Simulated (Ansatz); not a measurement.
# CsIr3Pt: the cost of one run

Computed with Ansatz 0.2.0 (DFT PBE, scalar-relativistic, plane waves, PAW, unless a step's input says otherwise).

**1. The system as given**

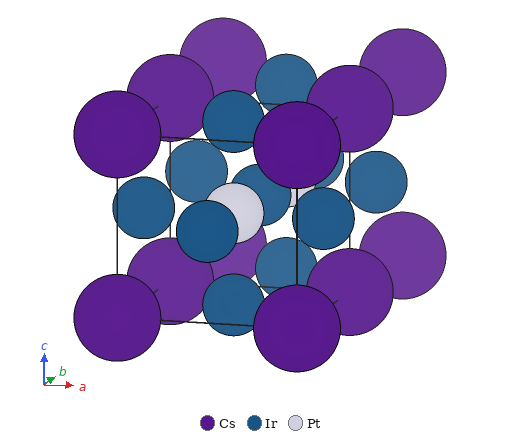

Start, viewed slightly off an axis; caesium purple, iridium blue, platinum light grey. 1×2×1 cells are drawn. Atoms on the faces are drawn again on the opposite ones.

Coordinates:

```
Cs Ir Pt
1.0
     4.61365    0.00000    0.00000
     0.00000    4.61365    0.00000
     0.00000    0.00000    4.61365
Cs Ir Pt
1 3 1
Direct
  0.00000 0.00000 0.00000
  0.00000 0.50000 0.50000
  0.50000 0.00000 0.50000
  0.50000 0.50000 0.00000
  0.50000 0.50000 0.50000
```

Recipe of the guess: species swapped into a database cell of CdNi3N (Pm-3m, No. 221), with Cs on the Cd sites, Ir on the Ni sites and Pt on the N sites. The dimensions are guesses.

**2. A first look at the guess**

File input.yaml:

```yaml
crystal:
  lattice:
    - [4.61364648, 0.0, 0.0]
    - [0.0, 4.61364648, 0.0]
    - [0.0, 0.0, 4.61364648]
  atoms:
    - { symbol: Cs, position: [0.0, 0.0, 0.0] }
    - { symbol: Ir, position: [0.0, 0.5, 0.5] }
    - { symbol: Ir, position: [0.5, 0.0, 0.5] }
    - { symbol: Ir, position: [0.5, 0.5, 0.0] }
    - { symbol: Pt, position: [0.5, 0.5, 0.5] }
basis:
  ecutwfc: 420
kpoints:
  mp_grid: { grid: [4, 4, 4] }
hamiltonian:
  xc: pbe
scf:
  occupations: { method: gaussian, width: 0.1 }
  lower_state_search: "off"
output:
  forces: true
  stress: true
  eigenvalues: true
```

Run with:

```
> ansatz run input.yaml --threads 1 --pin off --max-ram 2048MiB --backend cpu --events-out ev --progress --plain --runs-dir out
```

**Question.** How long does this run take on 1 thread of Intel Xeon Platinum 8259CL at 2.50GHz (Skylake/Cascade Lake), shared host, and how much memory does it need?

About 2.9 s, with a peak of 0.45 GiB.
